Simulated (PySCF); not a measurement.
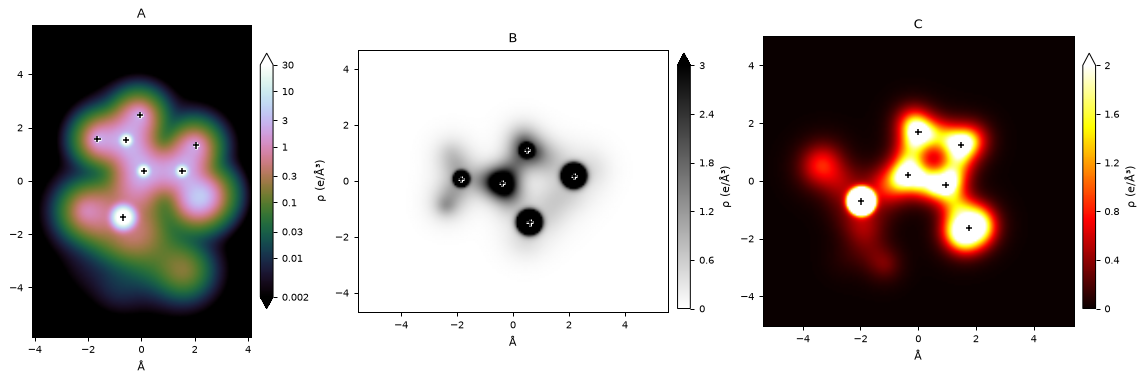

The total electron density of 3 systems, each on a plane through atoms (crosses mark nuclei in the plane).

The calculation used PBE0/pcSseg-1, SCF density, gas phase, non-relativistic in PySCF.

System 1: C₅H₁₂OSi₂, the plane of atoms C1, C2 and Si5. Geometry: GFN2-xTB.

```xyz
20

C    -1.7615   -2.3181    0.2579
C    -1.3991   -1.0765   -0.0616
C    -2.2213   -0.2970   -0.9753
O    -2.1360    0.9030   -1.1009
Si    0.0904   -0.1105    0.6302
Si   -0.5547    2.0892    0.9579
C     1.4559   -0.2853   -0.6991
C     2.7668    0.3561   -0.2625
H    -1.1875   -2.9089    0.9519
H    -2.6554   -2.7802   -0.1391
H    -2.9535   -0.8719   -1.5771
H     0.5173   -0.9089    1.7995
H    -0.3087    2.9356   -0.2078
H     0.2455    2.6713    2.0516
H    -1.9507    2.2106    1.3774
H     1.6332   -1.3376   -0.9317
H     1.1217    0.1849   -1.6264
H     3.1361   -0.1136    0.6463
H     3.5294    0.2523   -1.0328
H     2.6270    1.4161   -0.0615
```

System 2: CH₁₁BN₂Si₂ (SMILES [NH3+][BH2-]N1C[SiH2][SiH2]1), the plane of atoms B2, N3 and Si6. Geometry: GFN2-xTB.

| atom | x (Å) | y (Å) | z (Å) |
| --- | --- | --- | --- |
| N | 2.1516 | -0.6023 | -0.6545 |
| B | 1.3472 | 0.8351 | -0.1194 |
| N | -0.0229 | 0.3871 | 0.1928 |
| C | -1.0456 | 0.2775 | -0.8566 |
| Si | -2.5067 | -0.3450 | 0.2247 |
| Si | -0.7403 | -0.0655 | 1.6889 |
| H | 1.6718 | -0.9169 | -1.4889 |
| H | 3.1283 | -0.4183 | -0.8467 |
| H | 2.0445 | -1.2839 | 0.0870 |
| H | 1.9675 | 1.1571 | 0.8428 |
| H | 1.4334 | 1.5640 | -1.0577 |
| H | -0.7279 | -0.4134 | -1.6486 |
| H | -1.2051 | 1.2462 | -1.3404 |
| H | -2.9769 | -1.6669 | -0.2251 |
| H | -3.6785 | 0.5354 | 0.1467 |
| H | -0.7623 | 0.9676 | 2.7366 |
| H | -0.0850 | -1.2459 | 2.3084 |

System 3: C₅H₈Cl₂Si, the plane of atoms C4, C5 and Cl6. Geometry: GFN2-xTB.

```xyz
16

C     2.6064    0.4787    0.1664
Si    1.3430   -0.8653   -0.2740
Cl    1.4761   -2.3991    1.0492
C    -0.3988   -0.1918   -0.1411
C    -0.9859    0.9927   -0.3591
Cl   -0.4151    2.5110   -0.8786
C    -2.3727    0.5632    0.0045
C    -1.7229   -0.8169    0.2703
H     2.4498    0.8555    1.1741
H     3.6235    0.1015    0.1085
H     2.5263    1.3202   -0.5140
H     1.5839   -1.4194   -1.6096
H    -2.7995    1.0551    0.8765
H    -3.0933    0.5878   -0.8109
H    -2.0677   -1.6176   -0.3796
H    -1.7606   -1.1466    1.3058
```

Q: Match each panel to its system.

A: Panel A is system 1, C₅H₁₂OSi₂: the plane holds C, Si and H. C–C (1.33 Å): ρ at the midpoint is about 2.3 e/Å³. Panel B is system 2, CH₁₁BN₂Si₂: the plane holds B, N, C and Si. C–N (1.47 Å): the density is about 1.8 e/Å³ at the midpoint. Panel C is system 3, C₅H₈Cl₂Si: the plane holds Si, C and Cl. C–C (1.34 Å): ρ at the midpoint is about 2.2 e/Å³.
